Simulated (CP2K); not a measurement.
Band structure of Na₃Ga (Pm-3m, 4 atoms in the cell).

```
Na3Ga
1.0
    4.94161     0.00000     0.00000
    0.00000     4.94161     0.00000
    0.00000     0.00000     4.94161
Na Ga
3 1
Direct
  0.50000   0.00000   0.50000
  0.00000   0.50000   0.50000
  0.50000   0.50000   0.00000
  0.00000   0.00000   0.00000
```

Method: LDA (Pade form), GPW, DZVP-MOLOPT-SR-GTH basis, GTH-PADE potentials (GTH_POTENTIALS) (CP2K).

Settings: CUTOFF = 950 Ry; REL_CUTOFF = 50 Ry; SMEAR/METHOD = FERMI_DIRAC; ELECTRONIC_TEMPERATURE = 1578.21 K; KPOINTS/SCHEME = MONKHORST-PACK 9 9 9; XC_FUNCTIONAL = PADE; Na/BASIS_SET = DZVP-MOLOPT-SR-GTH; Na/POTENTIAL = GTH-PADE-q9; Ga/BASIS_SET = DZVP-MOLOPT-SR-GTH; Ga/POTENTIAL = GTH-PADE-q13; METHOD = GPW; EPS_DEFAULT = 1e-10; EXTRAPOLATION = USE_GUESS; NGRIDS = 5.

The starting cell comes from a database of computed structures (which also holds hypothetical and non-ambient phases and stackings), without a prior relaxation at this level. Its lattice was rescaled by a random factor within 2.5 % of one. Values carry the incompleteness of an atom-centred basis.

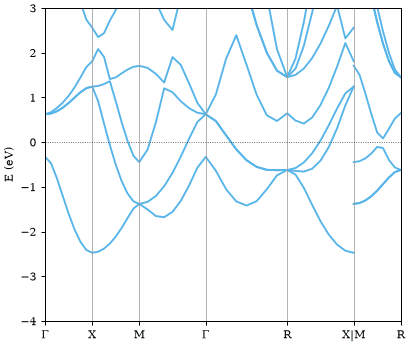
*Bands along the path, energies from the Fermi level.*

Levels in eV from the Fermi level, bands 17 to 22:
```csv
point,17,18,19,20,21,22
Γ,-14.66,-6.12,-0.33,0.62,0.62,0.62
X,-14.66,-5.64,-2.47,1.24,1.24,1.81
M,-14.65,-5.27,-1.38,-1.38,-0.45,1.71
R,-14.65,-4.94,-0.62,-0.62,-0.62,0.65
```

Bands cross the Fermi level along this path, so the cell is metallic at this level.

Higher empty bands are left out: an atom-centred basis made for the valence describes them poorly.
